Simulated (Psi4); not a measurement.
# O2F (SMILES [O]OF): UTPSS/def2-TZVPPD

Aim: the vertical ionisation energy of O2F at UTPSS/def2-TZVPPD, from 2 runs. 

Program for the calculation: Psi4 1.11.

5 further runs of the same task are left out: 3 that didn't finish, 2 set aside as unsound or not needed.

**1. The system as given**

O2F: 3 atoms, total charge 0, spin state doublet. SMILES: `[O]OF`. The shape is that of a PBE0-D4/def2-TZVP optimisation.

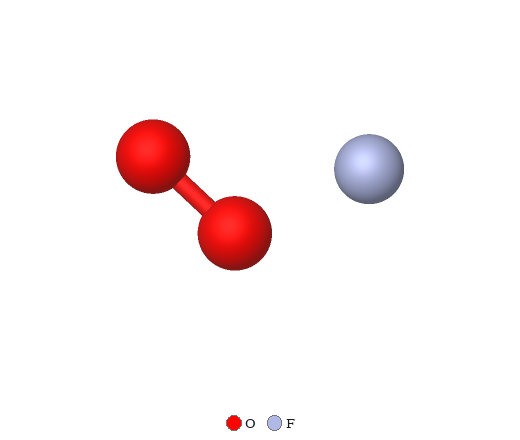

Viewed from a chosen angle; oxygen red, fluorine light blue.

**2. The energy at UTPSS/def2-TZVPPD**

fo2.py reads:

```python
import psi4

psi4.set_memory(2200000000)
psi4.set_num_threads(1)
psi4.core.set_output_file('fo2.out', False)

geom = psi4.geometry("""
0 2
O
O 1 1.181137
F 2 1.573215 1 111.00452
units angstrom
symmetry c1
""")

psi4.set_options({
    'basis': 'def2-TZVPPD',
    'reference': 'uks',
    'puream': True,
    'e_convergence': 1e-09,
    'd_convergence': 1e-08,
    'scf_type': 'pk',
    'dft_radial_points': 99,
    'dft_spherical_points': 590,
    'maxiter': 100,
})

E, wfn = psi4.energy("tpss", return_wfn=True)
psi4.oeprop(wfn, "WIBERG_LOWDIN_INDICES", "MAYER_INDICES", "DIPOLE")
print(f'total energy {E:.8f} hartree = {E * 27.211386:.5f} eV')
```

On the command line:

```console
$ python fo2.py
```

fo2.out:

```text
[...]
  Running in c1 symmetry.
[...]
  Nuclear repulsion =   69.596685161349086
[...]
  Multiplicity = 2
[...]
  Nalpha       = 13
  Nbeta        = 12
[...]
    Number of basis functions: 120
[...]
   @UKS iter   1:  -250.15282499010308   -2.47431e-01   4.07480e-03 DIIS/ADIIS
[...]
   @UKS iter  15:  -250.22533739369874   -1.10845e-12   2.97978e-09 DIIS
[...]
   @S^2 Observed:                7.551114272E-01
[...]
    Orbital Energies [Eh]
    ---------------------
    Alpha Occupied:
       1A    -24.420051     2A    -19.141658     3A    -19.064001
       4A     -1.304202     5A     -1.083539     6A     -0.799580
       7A     -0.570477     8A     -0.567399     9A     -0.546981
      10A     -0.361074    11A     -0.348663    12A     -0.342477
      13A     -0.280663
    Alpha Virtual:
      14A     -0.177536    15A      0.029603    16A      0.037133
      17A      0.050103    18A      0.058776    19A      0.107520
      20A      0.109625    21A      0.113110    22A      0.133916
      23A      0.136049    24A      0.152402    25A      0.183695
[...]
  @UKS Final Energy:  -250.22533739369874
   => Energetics <=
    Nuclear Repulsion Energy =             69.5966851613490860
    One-Electron Energy =                -483.6791816522269869
    Two-Electron Energy =                 191.3251283036616428
    DFT Exchange-Correlation Energy =     -27.4679692064824650
    Empirical Dispersion Energy =           0.0000000000000000
    VV10 Nonlocal Energy =                  0.0000000000000000
    Total Energy =                       -250.2253373936987373
[...]
 Multipole Moments:
 ------------------------------------------------------------------------------------
     Multipole            Electronic (a.u.)      Nuclear  (a.u.)        Total (a.u.)
 ------------------------------------------------------------------------------------
 L = 1.  Multiply by 2.5417464519 to convert [e a0] to [Debye]
 Dipole X            :          0.3121642           -0.8745064           -0.5623422
 Dipole Y            :         -0.4072774            0.6874175            0.2801400
 Dipole Z            :         -0.0000000            0.0000000           -0.0000000
 Magnitude           :                                                    0.6282573
[...]
```

Standard output:

```text
total energy -250.22533739 hartree = -6808.97824 eV
```

Wall time 32 s (1 thread of Intel Xeon 6975P-C (Granite Rapids), shared host); peak memory 0.75 GiB.

**3. The singlet cation: energy and gradient at TPSS/def2-TZVPPD**

fo2.dat reads:

```
memory 2200 mb

molecule {
  1 1
  O      0.933400    -0.295440     0.482240
  O      0.133270     0.497870     0.127930
  F     -1.066650    -0.202430    -0.610160
  units angstrom
  symmetry c1
}

set basis def2-TZVPPD
set reference rks
set puream true
set e_convergence 1e-09
set d_convergence 1e-08
set scf_type pk
set dft_radial_points 99
set dft_spherical_points 590

energy_value, wavefunction = gradient('tpss', return_wfn=True)
oeprop(wavefunction, 'WIBERG_LOWDIN_INDICES', 'MAYER_INDICES', 'LOWDIN_CHARGES', title='TPSS')
print_variables()
```

On the command line:

```console
$ psi4 -n 1 fo2.dat fo2.out
```

fo2.out:

```text
[...]
  Running in c1 symmetry.
[...]
  Nuclear repulsion =   69.596692195353654
[...]
  Multiplicity = 1
[...]
  Nalpha       = 12
  Nbeta        = 12
[...]
    Number of basis functions: 120
[...]
   @RKS iter   1:  -249.61139636408632    2.93998e-01   5.10707e-03 DIIS/ADIIS
[...]
   @RKS iter  13:  -249.76912730840277   -3.78009e-12   4.13957e-09 DIIS
[...]
    Orbital Energies [Eh]
    ---------------------
    Doubly Occupied:
       1A    -24.811302     2A    -19.579354     3A    -19.493219
       4A     -1.695258     5A     -1.447060     6A     -1.166884
       7A     -0.944812     8A     -0.927669     9A     -0.919149
      10A     -0.712005    11A     -0.710828    12A     -0.695866
[...]
  @RKS Final Energy:  -249.76912730840277
   => Energetics <=
    Nuclear Repulsion Energy =             69.5966921953536541
    One-Electron Energy =                -474.0742785560737502
    Two-Electron Energy =                 181.6781183797463655
    DFT Exchange-Correlation Energy =     -26.9696593274290102
    Empirical Dispersion Energy =           0.0000000000000000
    VV10 Nonlocal Energy =                  0.0000000000000000
    Total Energy =                       -249.7691273084027728
[...]
 Multipole Moments:
 ------------------------------------------------------------------------------------
     Multipole            Electronic (a.u.)      Nuclear  (a.u.)        Total (a.u.)
 ------------------------------------------------------------------------------------
 L = 1.  Multiply by 2.5417464519 to convert [e a0] to [Debye]
 Dipole X            :         -0.3048750            1.0974127            0.7925377
 Dipole Y            :         -0.0086741            0.1816294            0.1729553
 Dipole Z            :          0.0000000           -0.0000000            0.0000000
 Magnitude           :                                                    0.8111902
[...]
  -Total Gradient:
     Atom            X                  Y                   Z
    ------   -----------------  -----------------  -----------------
       1        0.044618500089    -0.053829653425     0.000000000000
       2       -0.029781322405     0.069327119465    -0.000000000000
       3       -0.014840797664    -0.015504301898    -0.000000000000
[...]
```

It took 26 s on 1 thread of Intel Xeon 6975P-C (Granite Rapids), shared host; peak memory 0.75 GiB.

**4. Outcome**

At UTPSS/def2-TZVPPD:

```
                                          quantity          value
                         doublet O2F: total energy  -250.22534 Eh
                        doublet O2F: dipole moment         1.60 D
   doublet O2F: HOMO energy (highest over α and β)       -7.64 eV
    doublet O2F: LUMO energy (lowest over α and β)       -5.43 eV
                                 doublet O2F: ⟨S²⟩          0.755
                      singlet cation: total energy  -249.76913 Eh
                       singlet cation: HOMO energy      -18.94 eV
                       singlet cation: LUMO energy      -17.18 eV
                     singlet cation: HOMO–LUMO gap        1.76 eV
          singlet cation: largest force on an atom     3.880 eV/Å
vertical ionisation energy (to the singlet cation)      12.414 eV
```

**Reading.** The vertical ionisation energy comes to 12.41 eV (286 kcal/mol). Only the singlet of the ionised species was computed; a triplet could lie lower.
